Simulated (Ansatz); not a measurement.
ClGe2H5···H (doublet)

```tsv
atom	x (Å)	y (Å)	z (Å)
Ge	0.0449	0.0128	-0.2272
Cl	-0.4539	-0.3135	1.8765
H	1.5667	0.1588	-0.2888
Ge	-1.1581	2.0265	-0.9419
H	-2.6616	1.8133	-0.7438
H	-0.6858	3.2167	-0.1013
H	-0.8698	2.3003	-2.4247
H	-0.3891	-1.2459	-0.9815
H	0.0851	-0.1327	5.6961
```

Computed with Ansatz, UHF/def2-SVP.

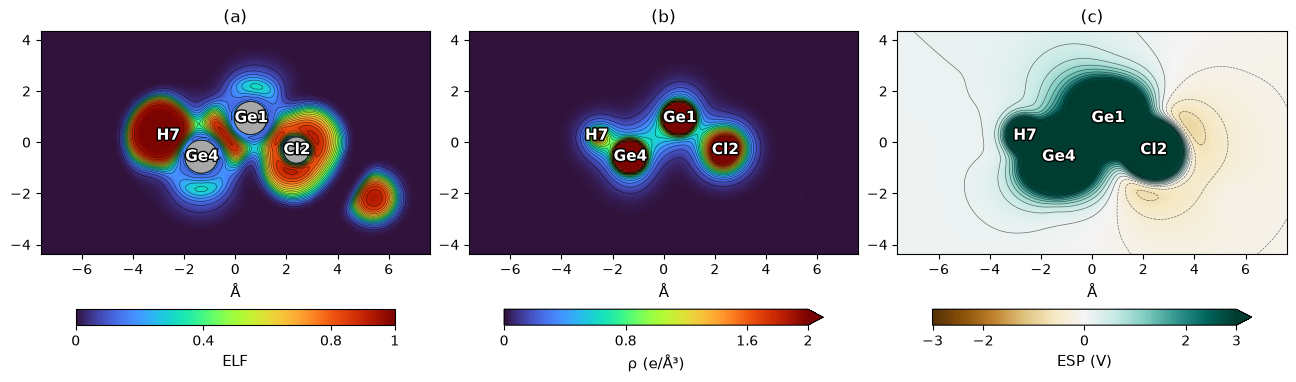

Figure 1. (a) electron localisation function; (b) electron density; (c) electrostatic potential on the plane of atoms Ge1, Ge4 and H7. Grey discs cover the atomic cores in the ELF map.

What do the fields say about this system?

- The plane passes through Ge, Cl and H nuclei.
- Ge–Cl (2.19 Å): ρ is about 0.68 e/Å³ halfway, with its minimum of 0.61 e/Å³ about 1.0 Å from Ge; the ELF peaks at about 0.85 in the valence shell of Cl, 0.9 Å from its nucleus, and is about 0.70 at the midpoint.
- Ge–Ge (2.45 Å): ρ at the midpoint is about 0.59 e/Å³; the ELF peaks at about 0.90 between the atoms, as expected for localised, covalent bonding.
- Ge–H (1.54 Å): the density is about 1 e/Å³ at the midpoint; the ELF climbs to about 1 towards the hydrogen.
- The ELF also peaks beside Cl2, away from the bonds: non-bonding electrons, paired or unpaired.
- Outside the dense part of the complex the potential is most negative (−0.9 V) near Cl2.

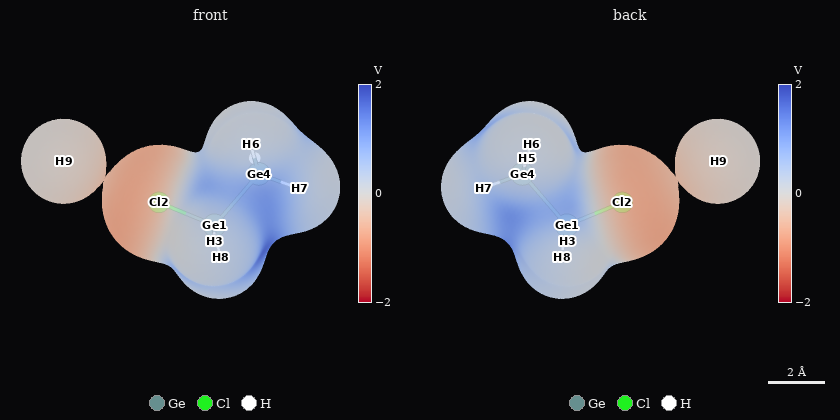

Figure 2. The molecular electrostatic potential painted on the density surface at 0.001 e/bohr³, seen from the front and from behind; the colour scale runs from red (negative) to blue (positive).

Where is the surface potential most negative and most positive?

The most negative region (about −0.8 V, or −18 kcal/mol for a unit charge) lies over Cl2, the most positive (about +1.6 V, or +37 kcal/mol for a unit charge) over Ge1.

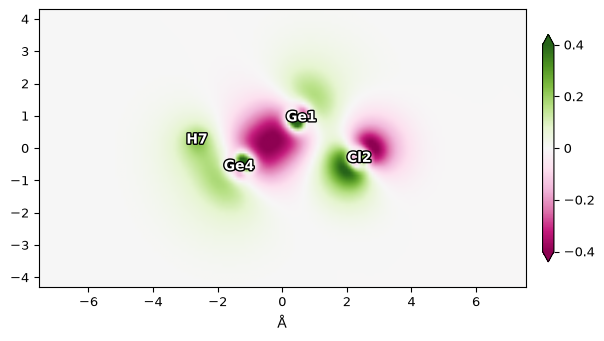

Figure 3. The HOMO (β) on the plane of atoms Ge1, Ge4 and H7 (values in Å⁻³ᐟ²; the overall sign is arbitrary).

Describe this orbital and give its energy.

By Hirshfeld shares it lies mainly on Ge4 (about 30 %), Ge1 (about 30 %) and Cl2 (about 25 %). Its energy is −10.67 eV.
